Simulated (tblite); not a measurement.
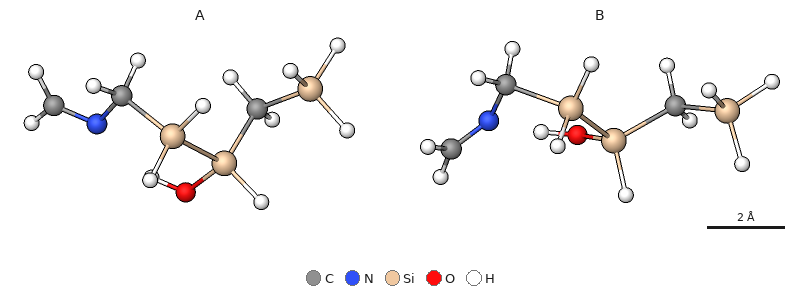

Two geometries of C$_{3}$H$_{13}$NOSi$_{3}$, drawn at one scale. One is the start of a relaxation, the other its converged end. A ball-and-stick model, seen from a free direction.

These are results of GFN2-xTB geometry optimisation, gas phase in tblite, not measurements. 

Which one is relaxed?

Structure B is the relaxed one. An H atom moves most after the best rigid fit: 2.19 Å. Largest moves by element: H 2.19 Å, O 1.62 Å, C 1.26 Å, Si 0.78 Å, N 0.23 Å. Among the contacts that change: C–N 1.494 → 1.418 Å, C–Si 1.865 → 1.940 Å, O–Si 1.683 → 1.626 Å, C–Si 1.849 → 1.902 Å. Bond angles that change, for instance: Si–Si–H 110.4° → 120.2°, C–N–C 112.9° → 121.4°, Si–C–Si 108.5° → 115.5°. Groups turn about O–Si by about 55°, C–N by about 55°, Si–Si by about 50°. The energy falls by 0.605 eV in 274 geometry steps.
